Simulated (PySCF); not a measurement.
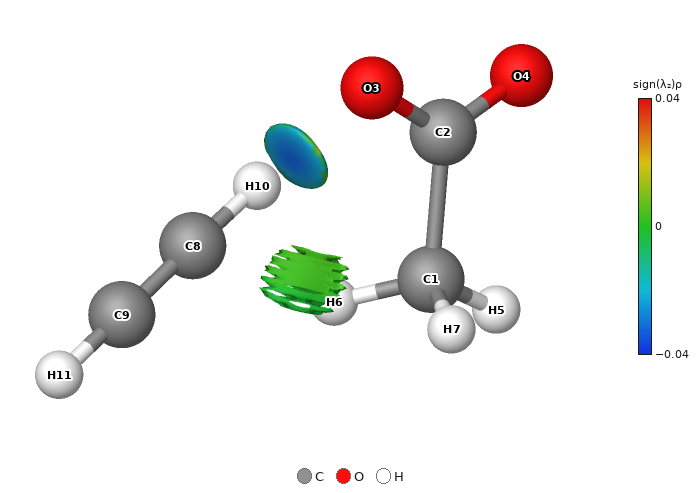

Figure 1: C4H5O2, charge −1, SMILES `CC(=O)[O-].C#C`. Non-covalent interaction surfaces between the fragments (reduced density gradient s = 0.6, coloured by sign(λ₂)ρ in a.u.; trimmed to the region between the fragments where ρ is under 0.06 a.u.). Fragment A: H3C2O2(−1) (atoms 1–7); fragment B: H2C2.

PySCF calculation, HF/6-311+G**, gas phase; geometry: GFN2-xTB.

Input script:

```python
import numpy as np
from pyscf import gto, scf, dft
from pyscf.scf import atom_ks, atom_hf
from scipy.linalg import block_diag
from pyscf.dispersion import dftd3

def solve(mol, dm0=None, hcore=None):
    mf = scf.UHF(mol) if mol.spin else scf.RHF(mol)
    mf = mf.density_fit(auxbasis='def2-universal-jkfit')
    mf.conv_tol, mf.max_cycle = 1e-8, 80
    if hcore is not None:
        mf.get_hcore = lambda *args: hcore
    mf.kernel(dm0)
    if not mf.converged:
        mf = mf.newton().run(mf.mo_coeff, mf.mo_occ, max_cycle=30)
    assert mf.converged, 'SCF not converged'
    return mf

mol = gto.M(atom='''
C     -0.91478    -1.34087    -0.00203
C     -1.39325     0.16196    -0.00056
O     -0.48300     1.01113    -0.00250
O     -2.61406     0.35345     0.00250
H     -1.77396    -2.00965     0.00142
H     -0.30189    -1.52748     0.88531
H     -0.30817    -1.52815    -0.88262
C      2.36060     0.26890     0.00155
C      3.50085    -0.09289     0.00015
H      1.33330     0.57041     0.00188
H      4.50669    -0.40436    -0.00068
''', basis='6-311+g**', charge=-1, spin=0, verbose=4)
mol_a = gto.M(atom='''
C     -0.91478    -1.34087    -0.00203
C     -1.39325     0.16196    -0.00056
O     -0.48300     1.01113    -0.00250
O     -2.61406     0.35345     0.00250
H     -1.77396    -2.00965     0.00142
H     -0.30189    -1.52748     0.88531
H     -0.30817    -1.52815    -0.88262
ghost-C      2.36060     0.26890     0.00155
ghost-C      3.50085    -0.09289     0.00015
ghost-H      1.33330     0.57041     0.00188
ghost-H      4.50669    -0.40436    -0.00068
''', basis='6-311+g**', charge=-1, spin=0, verbose=4)
mol_b = gto.M(atom='''
ghost-C     -0.91478    -1.34087    -0.00203
ghost-C     -1.39325     0.16196    -0.00056
ghost-O     -0.48300     1.01113    -0.00250
ghost-O     -2.61406     0.35345     0.00250
ghost-H     -1.77396    -2.00965     0.00142
ghost-H     -0.30189    -1.52748     0.88531
ghost-H     -0.30817    -1.52815    -0.88262
C      2.36060     0.26890     0.00155
C      3.50085    -0.09289     0.00015
H      1.33330     0.57041     0.00188
H      4.50669    -0.40436    -0.00068
''', basis='6-311+g**', charge=0, spin=0, verbose=4)
ab, a, b = solve(mol), solve(mol_a), solve(mol_b)
e_int = ab.e_tot - a.e_tot - b.e_tot
print('counterpoise-corrected interaction energy / kcal/mol', e_int * 627.5095)
def disp(atoms, charge):
    m = gto.M(atom=atoms, charge=charge, basis='sto-3g', spin=None, unit='Bohr', verbose=0)
    return dftd3.DFTD3Dispersion(m, xc='hf', version='d3bj').get_dispersion()['energy']
e_disp = disp(mol._atom, mol.charge) - disp(mol._atom[:7], mol_a.charge) - disp(mol._atom[7:], mol_b.charge)
print('D3(BJ) part / kcal/mol', e_disp * 627.5095)
# spherically averaged free atoms, for the promolecule
atm = scf.atom_hf.get_atm_nrhf(mol)
pro = block_diag(*[(atm[a[0]][2] * atm[a[0]][3]) @ atm[a[0]][2].T for a in mol._atom])
np.savez('result.npz', e_int=e_int, e_disp=e_disp, dm_a=a.make_rdm1(), dm_b=b.make_rdm1(), c=ab.mo_coeff, occ=ab.mo_occ, eps=ab.mo_energy, pro=pro, d=[f.dip_moment(verbose=0) for f in (ab, a, b)])
```

Run with:

```sh
OMP_NUM_THREADS=1 python input.py
```

The run took 6.4 s on 1 thread of Arm Neoverse V1, with other jobs on the host, peak memory 0.33 GiB.

Partitions, critical points and surface values were worked out afterwards from this run's density.

### Interpret the surfaces between the fragments.

Bond critical points between the fragments: O3···H10, weak C–H hydrogen bond, 1.87 Å, ρ = 0.029 a.u. It appears blue (attractive, sign(λ₂)ρ well below zero). The pose is a local one from a semi-empirical search, not shown to be the most stable. With a charged fragment, long-range electrostatics, which these surfaces don't show, weighs heavily in the interaction energy.

### How strongly are they bound?

The counterpoise-corrected interaction energy of the frozen fragments is −9.3 kcal/mol without dispersion correction and −12.5 kcal/mol with D3(BJ). The pair geometry is semi-empirical, not a minimum at this level.
